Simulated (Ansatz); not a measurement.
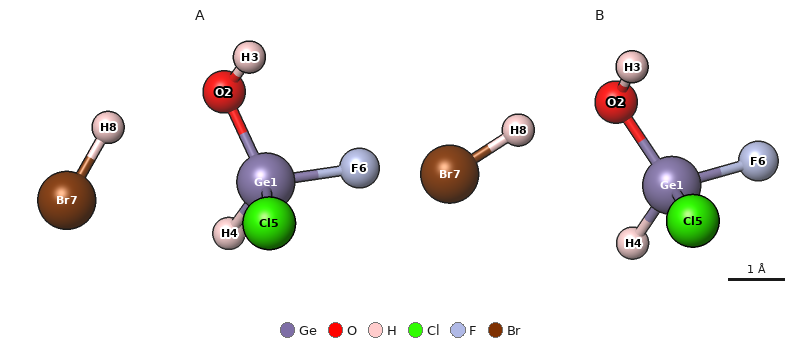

Two geometries of GeH3OBrClF, drawn at one scale. One is the start of a relaxation, the other its converged end. Style: ball-and-stick. Shown face on.

These are results of RKS PBE-D4/def2-SVP (Ansatz 0.2.0), not measurements. (no spin polarisation; force threshold 0.03 eV/Å; at most 50 steps)

Q: Which geometry has the lower energy?

A: Structure B is the relaxed one. The run prepares an end point of a later path (reaction) calculation, from a guessed geometry. Over 13 accepted moves (14 points after the start) the energy falls by 2.48 kcal/mol. The largest force component goes from 0.77 to 0.028 eV/Å. The line search rejected the trial step at point 6 of the run. The forces were under the threshold at step 7, but the run went on from there. The largest move after the best rigid fit is that of Br7, 0.59 Å. Largest moves by element: Br 0.59 Å, Cl 0.43 Å, H 0.41 Å, O 0.26 Å, F 0.24 Å, Ge 0.13 Å. Among the contacts that change: Br7–H8 1.506 → 1.462 Å, Ge1–O2 1.780 → 1.794 Å, Ge1–Cl5 2.156 → 2.151 Å.

Limits of the set-up: the start holds two separate molecules, 2.2 Å apart at their closest, whose relative position is a soft coordinate.
